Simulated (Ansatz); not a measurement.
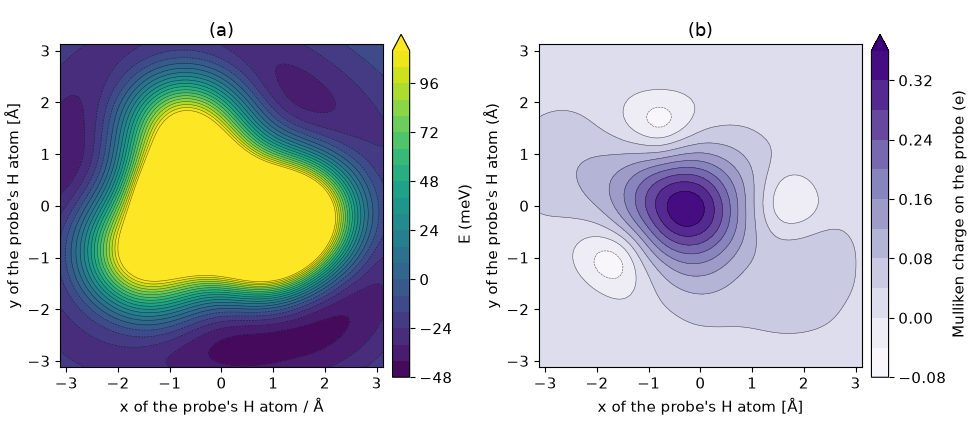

GaH₃O with the probe H2. The probe is moved over a plane parallel to the molecule's main plane, 1.70 Å above it. The first coordinate is: x of the probe's H atom; the second: y of the probe's H atom. Nothing is relaxed (molecule and probe rigid, the probe upright with H nearest the plane). Grid: 17 × 17 points. Points are written as (first, second). Energies are in meV, from molecule and probe far apart, each relaxed in its own basis (no counterpoise correction). The calculation used RKS PBE-D4/def2-SVPD in Ansatz 0.2.0.

Panel (a) is the energy; panel (b) is the computed Mulliken charge on the probe, in e.

In the figure: filled contours, one colour for all values above the top of the scale. Between grid points the surface is interpolated.

### How does the Mulliken charge on the probe vary over the map, and what is it at the lowest grid point?

Leaving out the highest fifth of the energies, it runs from −0.05 e at (−1.95 Å, −1.17 Å) to 0.11 e at (−1.56 Å, 0.78 Å). At the lowest grid point, (0.78 Å, −2.73 Å), it is 0.03 e.
